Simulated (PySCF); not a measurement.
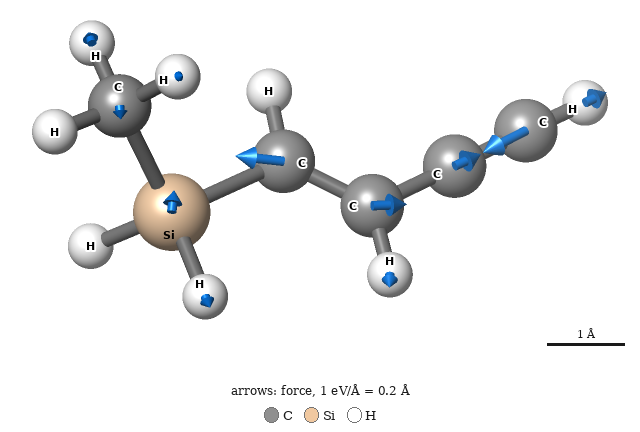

Starting geometry of C$_{5}$H$_{8}$Si with the computed forces as blue arrows. Style: ball-and-stick. Shown at a tilt.

The start comes from GFN2-xTB. Its atoms were then displaced at random by about 0.01 Å.

Computed with PBE0-D3(BJ)/def2-SVP geometry optimisation, gas phase in PySCF. 

Q: Is this structure relaxed? If not, where do the atoms go?

A: It isn't relaxed: the largest force vector, on a C atom, is 3.74 eV/Å. The final displacements have little in common with the starting forces (cosine between the two patterns 0.22). An H atom moves most after the best rigid fit: 0.14 Å. By element the largest moves are H 0.14 Å, C 0.08 Å, Si 0.05 Å. Among the contacts that change: H–Si 1.449 → 1.497 Å, C–Si 1.913 → 1.871 Å, C–C 1.307 → 1.349 Å, C–H 1.034 → 1.074 Å. Bond angles that change, for instance: C–C–H 124.4° → 119.8°, C–C–H 121.4° → 117.2°, Si–C–H 116.1° → 119.6°. After 7 geometry steps the energy has fallen by 5.07 kcal/mol.
